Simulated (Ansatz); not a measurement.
## Pt, response to strain

The reference is Pt in the fcc (Cu type) structure (space group Fm-3m, No. 225; a = 3.942 Å; relaxed with 0.1 eV smearing). Axes: x, y, z lie along the cube axes.

Strains are applied to the cell and any free atomic positions relax.

Method: r2SCAN (Ansatz, a quantum-chemistry and plane-wave program; PAW; 500 eV plane waves; scalar-relativistic without spin-orbit coupling).

Notes on the quantities. energy relative to the base: free energy F.

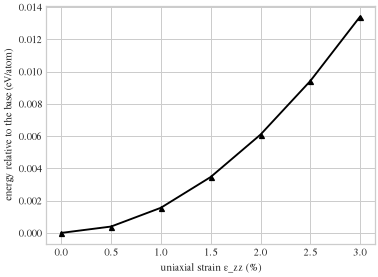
*Energy relative to the base against uniaxial strain ε_zz*

Problem. From the plot, what is the energy relative to the base for uniaxial strain ε_zz = +1.00 %?

Solution. About 0.002 eV/atom.

Problem. Is the trend monotonic over the range shown?

Solution. Yes, it rises throughout, spanning 0 meV/atom to +13 meV/atom.

No phonon test of stability was made. The final runs are not spin-polarised. Pt lies near a magnetic instability that expansion can trigger; it was not tested.
